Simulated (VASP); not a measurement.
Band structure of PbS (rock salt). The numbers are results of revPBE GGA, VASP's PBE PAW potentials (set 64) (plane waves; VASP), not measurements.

Unless said otherwise, spin-orbit coupling is left out, though it shifts the bands of the heavy elements here.

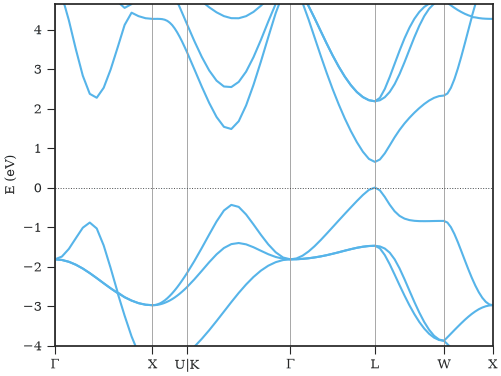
Figure: Bands along high-symmetry lines, zero at the valence-band maximum or, without a gap, the Fermi level

**Question.** Read the plot: is there a gap, and where are the band edges?

**Answer.** The gap is direct, 0.65 eV, from the valence maximum at L to the conduction minimum at L. (Edges off the drawn lines would not show.)

Measured: gap 0.37 eV (computed value off by +0.28 eV), as given by Wikipedia, List of semiconductor materials.

The compound is PbS in the rock salt structure. It was relaxed first, which changed the volume by +6 %.
